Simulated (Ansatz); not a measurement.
# C2H4OSi: rotation by 180° about the C2–C3 bond

Wanted: the energy profile along the rotation by 180° about the C2–C3 bond, from relaxed end points and a band of images. SMILES of the start: O=CC=[SiH2].

Method: RKS CAM-B3LYP-D4/def2-SVP, in Ansatz 0.2.0.

## (1) The structure to begin with

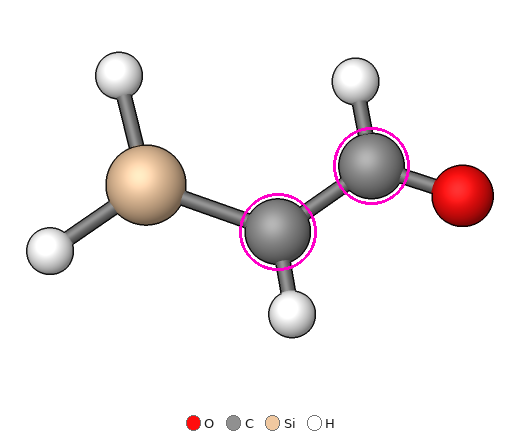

The starting structure, seen from a chosen angle (oxygen red, carbon grey, silicon light orange, hydrogen white). Ringed: C2, C3.

Structure file:

```xyz
8

O     1.7655    1.7968   -0.4258
C     0.7805    1.0891   -0.4932
C     0.4804    0.0009    0.3872
Si   -0.9697   -1.0089    0.2575
H     0.0214    1.2617   -1.2874
H     1.2133   -0.1798    1.1671
H    -1.2850   -2.1181    1.1482
H    -2.0063   -0.8417   -0.7536
```

## (2) Relaxing end A

Input file input.yaml:

```yaml
crystal:
  periodic: [false, false, false]
  atoms:
    - { symbol: O, position_ang: [1.76546, 1.79676, -0.42579] }
    - { symbol: C, position_ang: [0.78046, 1.08911, -0.49321] }
    - { symbol: C, position_ang: [0.48037, 0.0009, 0.38718] }
    - { symbol: Si, position_ang: [-0.96967, -1.00893, 0.25753] }
    - { symbol: H, position_ang: [0.02136, 1.26174, -1.28745] }
    - { symbol: H, position_ang: [1.21333, -0.17978, 1.16708] }
    - { symbol: H, position_ang: [-1.285, -2.11805, 1.14825] }
    - { symbol: H, position_ang: [-2.0063, -0.84175, -0.75359] }
basis:
  gaussian: { orbitals: def2-SVP }
hamiltonian:
  xc: cam_b3lyp
  dispersion: d4
relax:
  f_tol: 0.015
  max_steps: 40
output:
  orbitals: {}
```

Launch:

```
ansatz run input.yaml --threads 2 --pin off --max-ram 3072MiB --backend cpu --events-out ev --progress --plain --runs-dir out
```

The log of the run (excerpt; [...] marks lines left out):

```text
Warning: RAYON_NUM_THREADS=2 ignored (pool sized by the plan → 2); use --threads N
[...]
Functional definition: CAM-B3LYP
[...]
866 factors; integrals over basis functions are off by at most 3.3e-4 eV
296 factors; integrals over basis functions are off by at most 1.3e-6 eV
[...]
mean field -12054.28592692 eV, -442.9868371259 hartree, gradient 8.1e-5 eV, S^2 0.000000; 0 other end points of the search recorded, 0 dependent functions left out
[...]
reference -12054.28603076 eV, -442.9868409417 hartree; 19, 19 occupied and 61, 61 virtual orbitals, 866 factors
relax step   1: F+E_penalty+E_count = -12054.41483046 eV  Δ(F+E_penalty+E_count) = +0.000e0 eV  max|allowed force component| = 1.642e0 eV/Å  Δτ_max = 0.0000 Å  (27 SCF iters, accepted)
[...]
relax step   6: F+E_penalty+E_count = -12054.50858703 eV  Δ(F+E_penalty+E_count) = -1.047e-3 eV  max|allowed force component| = 2.465e-2 eV/Å  Δτ_max = 0.0131 Å  (31 SCF iters, accepted)
[...]
relax step   7: F+E_penalty+E_count = -12054.50872786 eV  Δ(F+E_penalty+E_count) = -1.408e-4 eV  max|allowed force component| = 3.208e-3 eV/Å  Δτ_max = 0.0045 Å  (25 SCF iters, accepted)
866 factors; integrals over basis functions are off by at most 3.0e-4 eV
296 factors; integrals over basis functions are off by at most 1.2e-6 eV
mean field -12054.37889855 eV, -442.9902537701 hartree, gradient 1.2e-5 eV, S^2 0.000000; 1 other end points of the search recorded, 0 dependent functions left out
[...]
reference -12054.37900250 eV, -442.9902575902 hartree; 19, 19 occupied and 61, 61 virtual orbitals, 866 factors
Total energy: -12054.50883181 eV, -442.9950287294 hartree
Atom 0 at     1.742723     1.779457    -0.427529 Å, force    -0.002091     0.000277    -0.002165 eV/Å
Atom 1 at     0.759687     1.081094    -0.501961 Å, force     0.002215    -0.001004     0.003208 eV/Å
Atom 2 at     0.455147    -0.028727     0.398072 Å, force     0.000136     0.000409    -0.000472 eV/Å
Atom 3 at    -0.950083    -0.998751     0.262751 Å, force    -0.000122    -0.000056    -0.000028 eV/Å
Atom 4 at     0.000034     1.265010    -1.307016 Å, force    -0.000699     0.000759    -0.001351 eV/Å
Atom 5 at     1.195844    -0.208684     1.183541 Å, force     0.000473    -0.001067     0.001481 eV/Å
Atom 6 at    -1.240583    -2.117060     1.182848 Å, force    -0.000280     0.001075    -0.001265 eV/Å
Atom 7 at    -1.962760    -0.772340    -0.790707 Å, force     0.000368    -0.000392     0.000592 eV/Å
Dipole moment:    -0.701763    -0.638035     0.091039 e Å
```

It took 10 s on 2 threads of Intel Xeon Platinum 8488C (Sapphire Rapids), shared host; peak memory 0.19 GiB.

Step by step:

```
step  energy from step 1 (eV)  largest force component (eV/Å)
   1                   0.0000                          1.6416
   2                  -0.0824                          0.7147
   3                  -0.0927                          0.1749
   4                  -0.0927                          0.1604
  5x                  -0.0859                          0.3090
   6                  -0.0938                          0.0247
   7                  -0.0939                          0.0032
```

Step 1 is the start. 1 step was tried and not accepted (marked x).

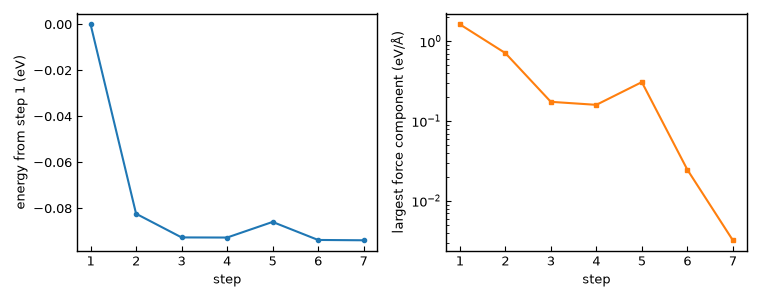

Energy and largest force along the relaxation.

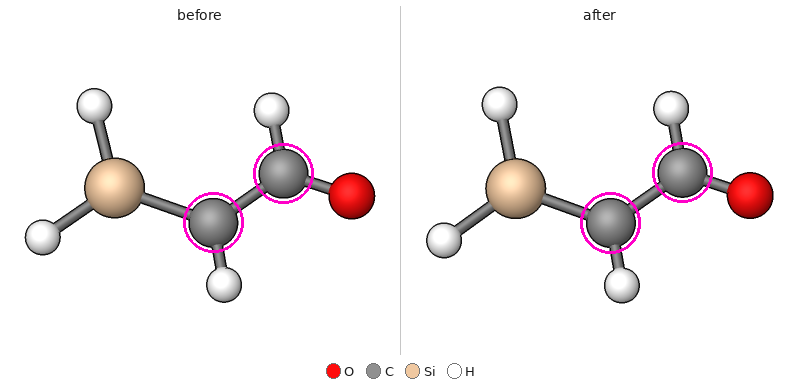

The structure before (left) and after (right), drawn at the same scale.

After: Bond lengths: O1–C2 1.208 Å, C2–C3 1.461 Å, C3–Si4 1.713 Å, C2–H5 1.122 Å, C3–H6 1.095 Å, Si4–H7 1.477 Å, Si4–H8 1.479 Å. Angles: O1–C2–C3 124.8°, O1–C2–H5 120.0°, C3–C2–H5 115.2°, C2–C3–Si4 123.5°, C2–C3–H6 115.2°, Si4–C3–H6 121.2°, C3–Si4–H7 122.7°, C3–Si4–H8 122.1°, H7–Si4–H8 115.2°.

## (3) End point B

The second end starts from a geometry with the move made by hand.

Input file input.yaml:

```yaml
crystal:
  periodic: [false, false, false]
  atoms:
    - { symbol: O, position_ang: [1.76546, 1.79676, -0.42579] }
    - { symbol: C, position_ang: [0.78046, 1.08911, -0.49321] }
    - { symbol: C, position_ang: [0.48037, 0.0009, 0.38718] }
    - { symbol: Si, position_ang: [1.51457, -0.49722, 1.7368] }
    - { symbol: H, position_ang: [0.02136, 1.26174, -1.28745] }
    - { symbol: H, position_ang: [-0.44684, -0.52283, 0.17717] }
    - { symbol: H, position_ang: [1.21905, -1.60321, 2.63816] }
    - { symbol: H, position_ang: [2.77408, 0.14381, 2.09406] }
basis:
  gaussian: { orbitals: def2-SVP }
hamiltonian:
  xc: cam_b3lyp
  dispersion: d4
relax:
  f_tol: 0.015
  max_steps: 40
```

Launch:

```
ansatz run input.yaml --threads 2 --pin off --max-ram 3072MiB --backend cpu --events-out ev --progress --plain --runs-dir out
```

The log of the run (excerpt; [...] marks lines left out):

```text
Warning: RAYON_NUM_THREADS=2 ignored (pool sized by the plan → 2); use --threads N
[...]
Functional definition: CAM-B3LYP
[...]
865 factors; integrals over basis functions are off by at most 2.4e-4 eV
296 factors; integrals over basis functions are off by at most 1.2e-6 eV
[...]
mean field -12054.31733156 eV, -442.9879912251 hartree, gradient 1.0e-5 eV, S^2 0.000000; 0 other end points of the search recorded, 0 dependent functions left out
[...]
reference -12054.31743455 eV, -442.9879950098 hartree; 19, 19 occupied and 61, 61 virtual orbitals, 865 factors
relax step   1: F+E_penalty+E_count = -12054.45095533 eV  Δ(F+E_penalty+E_count) = +0.000e0 eV  max|allowed force component| = 1.697e0 eV/Å  Δτ_max = 0.0000 Å  (28 SCF iters, accepted)
[...]
reference -12054.40776876 eV, -442.9913147310 hartree; 19, 19 occupied and 61, 61 virtual orbitals, 865 factors
Total energy: -12054.54227213 eV, -442.9962576387 hartree
Atom 0 at     1.782172     1.786618    -0.403182 Å, force    -0.002453    -0.002812     0.001710 eV/Å
Atom 1 at     0.794588     1.087879    -0.480870 Å, force     0.003392     0.003058    -0.001223 eV/Å
Atom 2 at     0.481085    -0.023782     0.413157 Å, force     0.004059     0.004078    -0.001617 eV/Å
Atom 3 at     1.512332    -0.472820     1.710036 Å, force    -0.002772     0.000275    -0.002794 eV/Å
Atom 4 at     0.040735     1.276687    -1.286313 Å, force    -0.001838    -0.002362     0.002057 eV/Å
Atom 5 at    -0.446412    -0.573498     0.230163 Å, force    -0.001658    -0.002377     0.000265 eV/Å
Atom 6 at     1.161332    -1.605823     2.593105 Å, force    -0.000651     0.000374     0.000595 eV/Å
Atom 7 at     2.782678     0.193798     2.050824 Å, force     0.001921    -0.000234     0.001006 eV/Å
Dipole moment:    -0.197272    -0.524686     0.381720 e Å
```

Run time: 8.7 s. Hardware: 2 threads of Intel Xeon Platinum 8488C (Sapphire Rapids), shared host; peak memory 0.19 GiB.

The steps of the relaxation:

```
step  energy from step 1 (eV)  largest force component (eV/Å)
   1                   0.0000                          1.6971
   2                  -0.0807                          0.6963
   3                  -0.0905                          0.1575
   4                  -0.0906                          0.1209
  5x                  -0.0865                          0.2648
   6                  -0.0912                          0.0041
```

Step 1 is the start. 1 step was tried and not accepted (marked x).

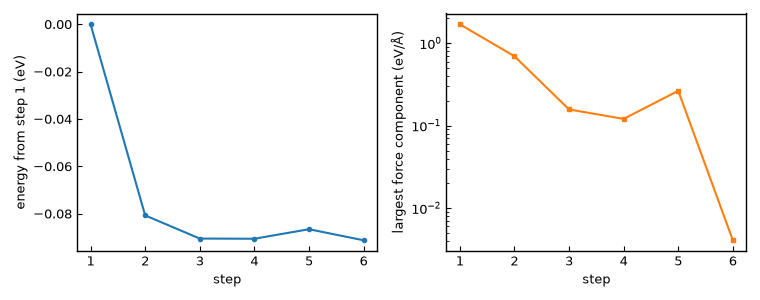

How energy and force went from step to step.

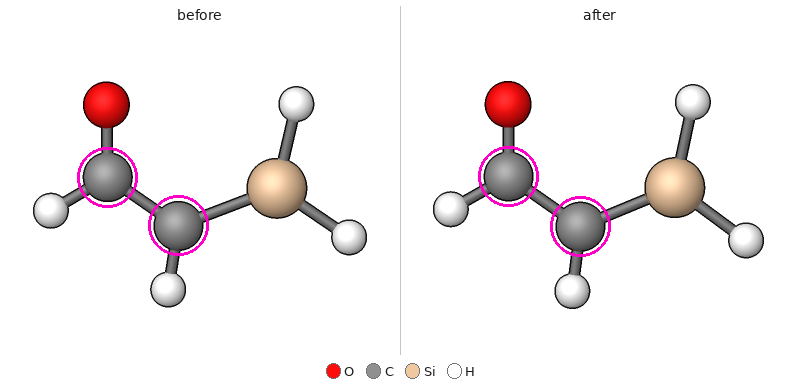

Before and after, at one scale.

After: Bond lengths: O1–C2 1.212 Å, C2–C3 1.461 Å, C3–Si4 1.717 Å, C2–H5 1.119 Å, C3–H6 1.094 Å, Si4–H7 1.479 Å, Si4–H8 1.475 Å. Angles: O1–C2–C3 125.1°, O1–C2–H5 119.8°, C3–C2–H5 115.1°, C2–C3–Si4 122.2°, C2–C3–H6 117.5°, Si4–C3–H6 120.3°, C3–Si4–H7 120.6°, C3–Si4–H8 125.0°, H7–Si4–H8 114.4°.

## (4) The band

crystal.atoms is end A as relaxed above, and neb.final_atoms is end B, turned to lie on A. With 7 inner images the band has 9 in all. The start path is listed, through a guess of the saddle.

Input file input.yaml:

```yaml
crystal:
  periodic: [false, false, false]
  atoms:
    - { symbol: O, position_ang: [1.742723, 1.779457, -0.427529] }
    - { symbol: C, position_ang: [0.759687, 1.081094, -0.501961] }
    - { symbol: C, position_ang: [0.455147, -0.028727, 0.398072] }
    - { symbol: Si, position_ang: [-0.950083, -0.998751, 0.262751] }
    - { symbol: H, position_ang: [3.4e-05, 1.26501, -1.307016] }
    - { symbol: H, position_ang: [1.195844, -0.208684, 1.183541] }
    - { symbol: H, position_ang: [-1.240583, -2.11706, 1.182848] }
    - { symbol: H, position_ang: [-1.96276, -0.77234, -0.790707] }
basis:
  gaussian: { orbitals: def2-SVP }
hamiltonian:
  xc: cam_b3lyp
  dispersion: d4
neb:
  order_check: false
  images: 7
  f_tol: 0.05
  max_iterations: 60
  final_atoms:
    - { symbol: O, position_ang: [0.08144173, 1.43894336, -1.42012097] }
    - { symbol: C, position_ang: [0.77047756, 1.07826233, -0.49021098] }
    - { symbol: C, position_ang: [0.45756049, -0.03337753, 0.40404755] }
    - { symbol: Si, position_ang: [-0.96585202, -0.97650142, 0.22680536] }
    - { symbol: H, position_ang: [1.72805657, 1.61271858, -0.26642492] }
    - { symbol: H, position_ang: [1.16832753, -0.25269533, 1.20569279] }
    - { symbol: H, position_ang: [-1.24881173, -2.09355077, 1.15354275] }
    - { symbol: H, position_ang: [-1.99119112, -0.77380022, -0.81333259] }
  initial_path:
    images:
      - { positions_ang: [[1.742723, 1.779457, -0.427529], [0.759687, 1.081094, -0.501961], [0.455147, -0.028727, 0.398072], [-0.950083, -0.998751, 0.262751], [3.4e-05, 1.26501, -1.307016], [1.195844, -0.208684, 1.183541], [-1.240583, -2.11706, 1.182848], [-1.96276, -0.77234, -0.790707]] }
      - { positions_ang: [[1.70509685, 1.5839194, -0.65683246], [0.75907607, 1.0893035, -0.49403091], [0.43878743, 0.00214605, 0.4149221], [-0.93795921, -1.02068752, 0.24434317], [0.0515904, 1.46679958, -1.06715123], [1.13771861, -0.13575633, 1.23436844], [-1.2514581, -2.11955293, 1.17078472], [-1.90284305, -0.86617275, -0.84640482]] }
      - { positions_ang: [[1.6674707, 1.38838181, -0.88613591], [0.75846514, 1.09751301, -0.48610083], [0.42242786, 0.0330191, 0.4317722], [-0.92583542, -1.04262405, 0.22593533], [0.10314681, 1.66858916, -0.82728646], [1.07959322, -0.06282867, 1.28519587], [-1.2623332, -2.12204586, 1.15872143], [-1.8429261, -0.9600055, -0.90210264]] }
      - { positions_ang: [[1.62984455, 1.19284421, -1.11543937], [0.75785421, 1.10572251, -0.47817074], [0.40606829, 0.06389215, 0.44862229], [-0.91371164, -1.06456057, 0.2075275], [0.15470321, 1.87037874, -0.58742168], [1.02146782, 0.010099, 1.33602331], [-1.2732083, -2.12453879, 1.14665815], [-1.78300915, -1.05383826, -0.95780046]] }
      - { positions_ang: [[1.5922184, 0.99730662, -1.34474283], [0.75724328, 1.11393202, -0.47024066], [0.38970872, 0.0947652, 0.46547239], [-0.90158785, -1.08649709, 0.18911967], [0.20625962, 2.07216832, -0.34755691], [0.96334243, 0.08302667, 1.38685075], [-1.2840834, -2.12703172, 1.13459487], [-1.72309219, -1.14767101, -1.01349827]] }
      - { positions_ang: [[1.21452423, 1.1077158, -1.36358736], [0.76055185, 1.1050146, -0.47523324], [0.40667166, 0.06272952, 0.45011618], [-0.91765389, -1.05899817, 0.19854109], [0.58670885, 1.95730588, -0.32727391], [1.01458871, -0.00090383, 1.34156126], [-1.27526548, -2.11866148, 1.13933184], [-1.79011693, -1.05420331, -0.96345685]] }
      - { positions_ang: [[0.83683006, 1.21812499, -1.3824319], [0.76386042, 1.09609717, -0.48022582], [0.42363461, 0.03069383, 0.43475997], [-0.93371994, -1.03149926, 0.20796251], [0.96715809, 1.84244345, -0.30699091], [1.06583498, -0.08483433, 1.29627177], [-1.26644756, -2.11029125, 1.14406881], [-1.85714166, -0.96073562, -0.91341543]] }
      - { positions_ang: [[0.4591359, 1.32853418, -1.40127643], [0.76716899, 1.08717975, -0.4852184], [0.44059755, -0.00134185, 0.41940376], [-0.94978598, -1.00400034, 0.21738393], [1.34760733, 1.72758102, -0.28670792], [1.11708125, -0.16876483, 1.25098228], [-1.25762965, -2.10192101, 1.14880578], [-1.92416639, -0.86726792, -0.86337401]] }
      - { positions_ang: [[0.08144173, 1.43894336, -1.42012097], [0.77047756, 1.07826233, -0.49021098], [0.45756049, -0.03337753, 0.40404755], [-0.96585202, -0.97650142, 0.22680536], [1.72805657, 1.61271858, -0.26642492], [1.16832753, -0.25269533, 1.20569279], [-1.24881173, -2.09355077, 1.15354275], [-1.99119112, -0.77380022, -0.81333259]] }
```

Launch:

```
ansatz run input.yaml --threads 2 --pin off --max-ram 3072MiB --backend cpu --events-out ev --progress --plain --runs-dir out
```

The log of the run (excerpt; [...] marks lines left out):

```text
Warning: RAYON_NUM_THREADS=2 ignored (pool sized by the plan → 2); use --threads N
[...]
Functional definition: CAM-B3LYP
[...]
865 factors; integrals over basis functions are off by at most 3.2e-4 eV
296 factors; integrals over basis functions are off by at most 1.2e-6 eV
[...]
mean field -12054.37889842 eV, -442.9902537654 hartree, gradient 7.3e-5 eV, S^2 0.000000; 0 other end points of the search recorded, 0 dependent functions left out
[...]
reference -12054.37900264 eV, -442.9902575954 hartree; 19, 19 occupied and 61, 61 virtual orbitals, 865 factors
865 factors; integrals over basis functions are off by at most 4.1e-4 eV
296 factors; integrals over basis functions are off by at most 1.3e-6 eV
[...]
mean field -12054.40766364 eV, -442.9913108679 hartree, gradient 8.2e-5 eV, S^2 0.000000; 0 other end points of the search recorded, 0 dependent functions left out
[...]
NEB iter  10: max|band force component| = 2.676e-2 eV/Å  barrier→ = 0.4168 eV  barrier← = 0.4503 eV  CI = image 4  Δτ_max = 0.0000 Å  (386 SCF iters)
Total energy: -12054.09199735 eV, -442.9797103457 hartree
Atom 0 at     1.657765     1.033073    -1.288391 Å, force     0.004991    -0.001382    -0.009752 eV/Å
Atom 1 at     0.761988     1.135408    -0.494925 Å, force    -0.002111    -0.001211     0.020681 eV/Å
Atom 2 at     0.331493     0.056202     0.440077 Å, force    -0.001789     0.008356    -0.011855 eV/Å
Atom 3 at    -0.905258    -1.088667     0.196530 Å, force     0.001599    -0.000640     0.001091 eV/Å
Atom 4 at     0.195741     2.099397    -0.407819 Å, force    -0.000020    -0.000837    -0.002529 eV/Å
Atom 5 at     0.916759    -0.002961     1.366078 Å, force    -0.002926    -0.003156     0.000896 eV/Å
Atom 6 at    -1.205761    -2.127281     1.202805 Å, force     0.001355     0.000289     0.000851 eV/Å
Atom 7 at    -1.752718    -1.105173    -1.014356 Å, force    -0.001099    -0.001420     0.000616 eV/Å
Dipole moment:    -0.517174    -0.213008     0.353479 e Å
this run last wrote the band of iteration 10 to <dir>
```

It took 89 s on 2 threads of Intel Xeon Platinum 8488C (Sapphire Rapids), shared host; peak memory 0.19 GiB.

(Part 1 of 2 ends here.)
